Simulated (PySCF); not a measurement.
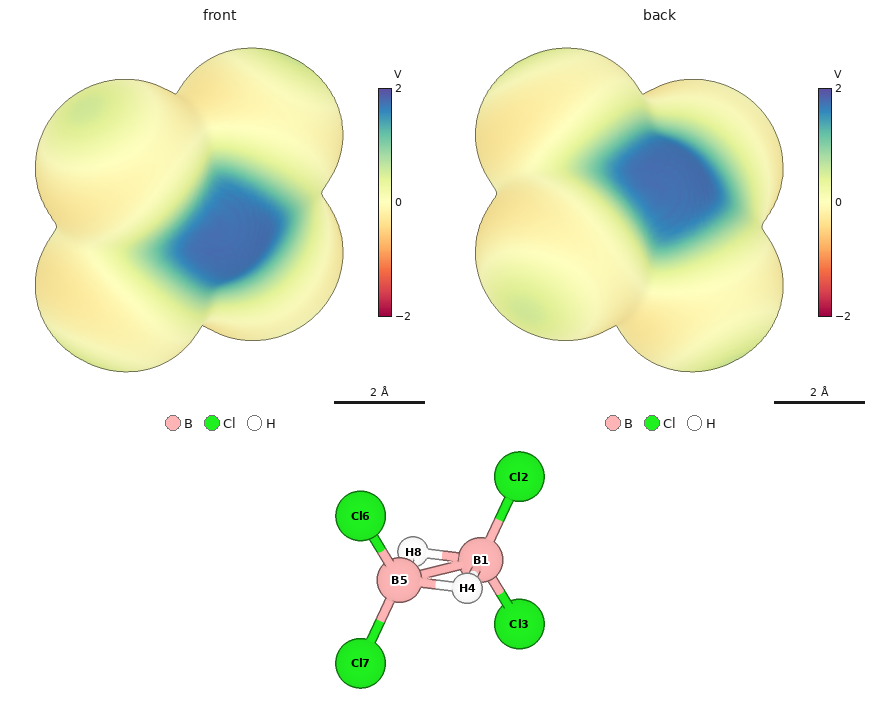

Figure. B₂Cl₄H₂ ((Cl2B-mu-H)2). The molecular electrostatic potential painted on the density surface at 0.002 e/bohr³, seen from the front and from behind; red is negative and blue positive. The bare structure is drawn below in the same view.

Geometry: PBE0-D3(BJ)/def2-SVP.

Method: PySCF 2.14.0, PBE0/pcSseg-1, SCF density, gas phase, non-relativistic.

```yaml
atoms:
  - { symbol: B, position_ang: [0.7678, 0.3520, -0.3578] }
  - { symbol: Cl, position_ang: [1.1053, 2.0622, -0.0892] }
  - { symbol: Cl, position_ang: [1.8693, -0.6635, -1.2878] }
  - { symbol: H, position_ang: [0.5123, -0.2386, 0.8237] }
  - { symbol: B, position_ang: [-0.7338, -0.3736, 0.3370] }
  - { symbol: Cl, position_ang: [-1.8339, 0.6436, 1.2667] }
  - { symbol: Cl, position_ang: [-1.0723, -2.0833, 0.0696] }
  - { symbol: H, position_ang: [-0.4765, 0.2155, -0.8458] }
```

> Describe the electrostatic potential map.

The most negative region (about −0.3 V) lies over Cl2, Cl3, Cl6 and Cl7, the most positive (about +1.8 V) over B1, H4, B5 and H8. Cl2 shows a σ-hole: about +0.5 V at the tip opposite its bond, against about −0.1 V on its flanks. Cl3 shows a σ-hole: about +0.5 V at the tip opposite its bond, against about −0.1 V on its flanks. Cl6 shows a σ-hole: about +0.5 V at the tip opposite its bond, against about −0.1 V on its flanks. Cl7 shows a σ-hole: about +0.5 V at the tip opposite its bond, against about −0.1 V on its flanks.

> How polar is the molecule by this calculation?

Its dipole moment is zero.
